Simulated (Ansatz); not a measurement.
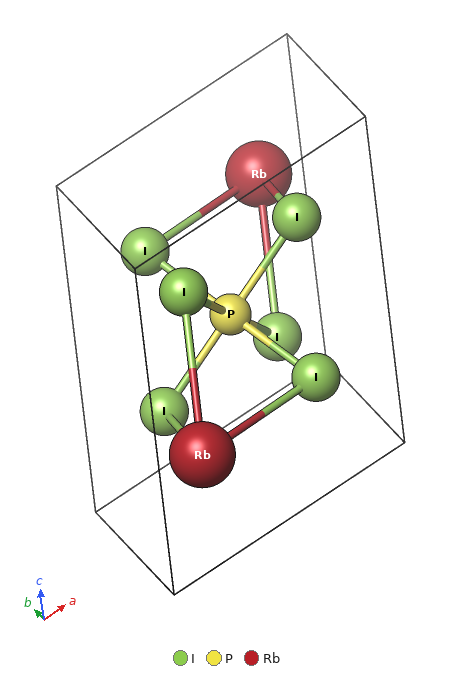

Ball-and-stick drawing of the structure, looking slightly off an axis. Atoms at the boundary of the simulation cell (the box) are drawn once for each face, edge or corner they touch.

```xyz
9
Lattice="0.0000 5.6659 5.6659 5.6659 0.0000 5.6659 5.6659 5.6659 0.0000" Properties=species:S:1:pos:R:3 pbc="T T T"
I     2.8856    5.6659    5.6659
I     5.6659    2.8856    5.6659
I     8.4461    5.6659    5.6659
I     5.6659    8.4461    5.6659
I     5.6659    5.6659    2.8856
I     5.6659    5.6659    8.4461
P     5.6659    5.6659    5.6659
Rb    2.8329    2.8329    2.8329
Rb    8.4988    8.4988    8.4988
```

The numbers come from Ansatz 0.2.0, DFT, PAW plane waves, r2SCAN, using a kinetic-energy cutoff of 500 eV, k-point mesh 5×5×5, Gaussian smearing of 0.3 eV, no spin polarisation.

How are the electrons shared out in a Bader analysis?

Rb +0.86 e; P +0.42 e; I -0.36 e.

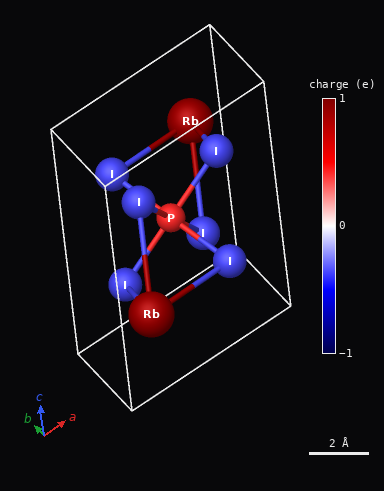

The atoms coloured by those charges.

About the cell: it is a generated cell, made by putting these elements into a known structure type (the compound may or may not exist in this form), and it is unrelaxed. It went into a calculation with Ansatz.
